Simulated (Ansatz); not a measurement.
**One shape, several levels: SiCl2 (SMILES Cl[Si]Cl)**

Wanted: a comparison of 6 runs (B3LYP/STO-3G, BLYP/STO-3G, PBE0/STO-3G, RPA@PBE/STO-3G, MP2/STO-3G, CCSDT(Q)/STO-3G) of SiCl2. 

The results are computed with Ansatz 0.2.0.

39 further runs of the same task are left out: 5 that didn't finish, 34 set aside as unsound or not needed.

## 1. The system as given

SiCl2 has 3 atoms, charge 0, and is taken as a singlet. As SMILES, `Cl[Si]Cl`. The Si2–Cl1 distance was set to 3.116 Å, away from the relaxed value. At this shape a bond of the SMILES string is far longer than usual.

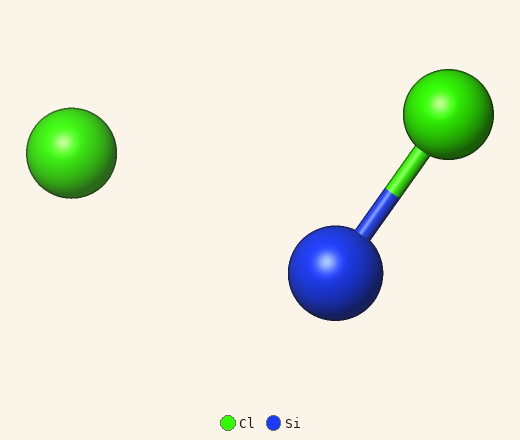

Viewed from a chosen angle; chlorine green, silicon blue.

## 2. The energy at B3LYP/STO-3G (run 1)

The input, input.yaml:

```yaml
crystal:
  periodic: [false, false, false]
  atoms:
    - symbol: Cl
      position_ang: [0.825734, 2.410875, 0.717988]
    - symbol: Si
      position_ang: [-0.770100, -0.010400, -0.422000]
    - symbol: Cl
      position_ang: [0.476300, -1.593400, 0.084000]
basis:
  gaussian:
    orbitals: STO-3G
total_charge: 0
hamiltonian:
  xc: {name: B3LYP}
accuracy: high
```

On the command line:

```bash
ansatz run input.yaml --threads 1 --pin off --max-ram 2610MiB --events-out events.jsonl --progress --plain --runs-dir runs
```

What it wrote:

```text
Warning: RAYON_NUM_THREADS=1 ignored (pool sized by the plan → 1); use --threads N
Functional definition: B3LYP
  name "B3LYP"
  parameter a0 = 0.2
  parameter ax = 0.72
  parameter ac = 0.81
  exchange = (1 - a0 - ax)*slater_x + ax*b88_x + a0*exact_x
  correlation = (1 - ac)*vwn_rpa_c + ac*lyp_c
455 factors; integrals over basis functions are off by at most 1.5e-8 eV
mean field evaluation 1: about -32552.5760 eV, gradient 2.1e1 eV
mean field evaluation 2: about -32341.0483 eV, gradient 1.2e2 eV
mean field evaluation 4: about -32523.6443 eV, gradient 8.5e1 eV
mean field evaluation 8: about -32557.5187 eV, gradient 7.2e-3 eV
mean field -32557.51870295 eV, -1196.4667440545 hartree, gradient 8.7e-9 eV, S^2 0.000000; 0 other end points of the search recorded, 0 dependent functions left out
reference -32557.51873175 eV, -1196.4667451130 hartree; 24, 24 occupied and 3, 3 virtual orbitals, 455 factors
Total energy: -32557.51873175 eV, -1196.4667451130 hartree
```

Wall time 1.4 s (1 thread of Arm Neoverse V1, shared host); peak memory 0.098 GiB.

## 3. The energy at BLYP/STO-3G (run 2)

The input, run.yaml:

```yaml
crystal:
  periodic: [false, false, false]
  atoms:
    - symbol: Cl
      position_ang: [0.825734, 2.410875, 0.717988]
    - symbol: Si
      position_ang: [-0.770100, -0.010400, -0.422000]
    - symbol: Cl
      position_ang: [0.476300, -1.593400, 0.084000]
basis:
  gaussian: {orbitals: STO-3G}
hamiltonian: {xc: {name: BLYP}}
accuracy: high
```

On the command line:

```bash
ansatz run run.yaml --threads 1 --pin off --max-ram 2610MiB --events-out events.jsonl --progress --plain --runs-dir runs
```

What it wrote:

```text
Warning: RAYON_NUM_THREADS=1 ignored (pool sized by the plan → 1); use --threads N
Functional definition: BLYP
  name "BLYP"
  parameter beta = 0.0042
  parameter a = 0.04918
  parameter b = 0.132
  parameter c = 0.2533
  parameter d = 0.349
  exchange = b88_x(beta = beta)
  correlation = lyp_c(a = a, b = b, c = c, d = d)
455 factors; integrals over basis functions are off by at most 1.5e-8 eV
mean field evaluation 1: about -32548.8933 eV, gradient 2.2e1 eV
mean field evaluation 2: about -32316.0937 eV, gradient 5.9e1 eV
mean field evaluation 4: about -32553.1404 eV, gradient 9.9e0 eV
mean field evaluation 8: about -32553.1405 eV, gradient 9.9e0 eV
mean field evaluation 16: about -32554.4460 eV, gradient 3.5e-3 eV
mean field evaluation 32: about -32554.4385 eV, gradient 3.9e-1 eV
mean field -32554.44602737 eV, -1196.3538253097 hartree, gradient 5.2e-9 eV, S^2 0.000000; 1 other end points of the search recorded, 0 dependent functions left out
reference -32554.44606669 eV, -1196.3538267547 hartree; 24, 24 occupied and 3, 3 virtual orbitals, 455 factors
Total energy: -32554.44606669 eV, -1196.3538267547 hartree
```

Wall time 1.8 s (1 thread of Arm Neoverse V1, shared host); peak memory 0.098 GiB.

Runs 3 to 5 aren't shown in full; the table further down has their settings and results.

## 4. The energy at CCSDT(Q)/STO-3G (run 6)

The input, molecule.yaml:

```yaml
crystal:
  periodic: [false, false, false]
  atoms:
    - {symbol: Cl, position_ang: [0.825734, 2.410875, 0.717988]}
    - {symbol: Si, position_ang: [-0.770100, -0.010400, -0.422000]}
    - {symbol: Cl, position_ang: [0.476300, -1.593400, 0.084000]}
basis:
  gaussian:
    orbitals: STO-3G
correlation:
  method: ccsdt_q
  frozen_orbitals: {Cl: 5, Si: 5}
accuracy: high
scf:
  omitted_lower_state_checks: [cluster_reference, increment]
```

On the command line:

```bash
ansatz run molecule.yaml --threads 1 --pin off --max-ram 2610MiB --events-out events.jsonl --progress --plain --runs-dir runs
```

What it wrote:

```text
Warning: RAYON_NUM_THREADS=1 ignored (pool sized by the plan → 1); use --threads N
[... 11 lines left out ...]
15 core orbitals not correlated: weight in the atoms' cores, before any rotation towards them, 1.000 or more for the frozen orbitals, at most 0.000 for the correlated occupied ones
[... 45 lines left out ...]
Total energy: -32511.82911656 eV, -1194.7876827244 hartree
Checks for a lower state left out: cluster_reference, increment
```

Run time: 0.77 s. Hardware: 1 thread of Arm Neoverse V1, shared host.

## 5. All runs side by side

```csv
run,level,frozen core orbitals,energy (Eh),wall time
1,B3LYP/STO-3G,–,-1196.466745,1.4 s
2,BLYP/STO-3G,–,-1196.353827,1.8 s
3,PBE0/STO-3G,–,-1196.086936,1.5 s
4,RPA@PBE/STO-3G,15,-1194.839191,2.5 s
5,MP2/STO-3G,15,-1194.763642,0.2 s
6,CCSDT(Q)/STO-3G,15,-1194.787683,0.77 s
```

## 6. Results

```
                                           quantity           value
                                run 6: total energy  -1194.78768 Eh
run 6: correlation energy (15 core orbitals frozen)       -76.3 mEh
                               run 6: T1 diagnostic           0.039
```

Totals of different functionals can't be ranked against each other. In runs 5, 6 the log says that unrestricted orbitals would lower the reference, so the values rest on an unstable closed-shell determinant (other closed-shell runs at this shape may share the fault). In runs 1, 2, 3, 4, 5, 6 the basis is minimal, so the values are rough. All runs together took 8.2 s, the longest 2.5 s.
